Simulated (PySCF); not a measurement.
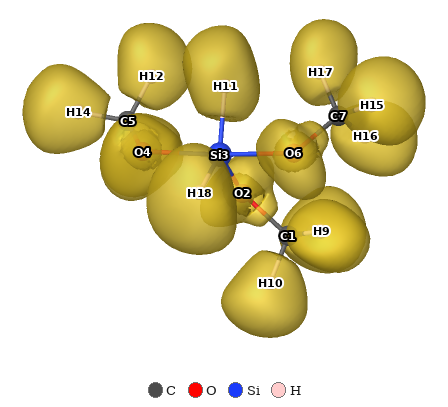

Figure 1: C$_{3}$H$_{11}$O$_{3}$Si (charge −1). Isosurface of the ELF at 0.75 (yellow), seen at a tilt. Only the valence region is drawn (cores and ρ < 0.01 e/Å³ removed).

Geometry: PBE0-D3(BJ)/ma-def2-SVP.

Level of theory: PySCF 2.14.0, density-fitted response routines, DFT single point, gas phase, functional wB97X.

```yaml
atoms:
  - { symbol: C, position_ang: [1.9770, -0.8040, 0.2102] }
  - { symbol: O, position_ang: [0.6009, -0.8905, 0.1406] }
  - { symbol: Si, position_ang: [-0.5146, 0.1925, 0.9080] }
  - { symbol: O, position_ang: [-1.7266, -1.0942, 1.1646] }
  - { symbol: C, position_ang: [-2.2938, -1.7302, 0.0873] }
  - { symbol: O, position_ang: [0.5556, 1.6546, 0.7962] }
  - { symbol: C, position_ang: [0.7604, 2.2869, -0.4044] }
  - { symbol: H, position_ang: [2.4315, -1.0775, -0.7645] }
  - { symbol: H, position_ang: [2.3265, 0.2106, 0.4804] }
  - { symbol: H, position_ang: [2.3918, -1.5054, 0.9669] }
  - { symbol: H, position_ang: [-1.4403, 0.8428, -0.1243] }
  - { symbol: H, position_ang: [-2.5831, -1.0186, -0.7235] }
  - { symbol: H, position_ang: [-1.6129, -2.4761, -0.3783] }
  - { symbol: H, position_ang: [-3.2171, -2.2675, 0.3913] }
  - { symbol: H, position_ang: [1.0263, 3.3546, -0.2504] }
  - { symbol: H, position_ang: [1.5845, 1.8359, -1.0064] }
  - { symbol: H, position_ang: [-0.1454, 2.2639, -1.0551] }
  - { symbol: H, position_ang: [-0.4024, 0.3258, 2.4023] }
```

Q: Identify the bonds, lone pairs and shells in this picture.

A: The surface consists of eleven regions around hydrogen nuclei and three regions on O in which the atom's valence shell and bonds are merged. Along the contacts the grid gives the following. C–O (1.37 Å): the ELF peaks at about 0.90 between the atoms, as expected for a polar covalent bond. Si–O (1.73 Å): the ELF peaks at about 0.90 between the atoms, as expected for a polar covalent bond.
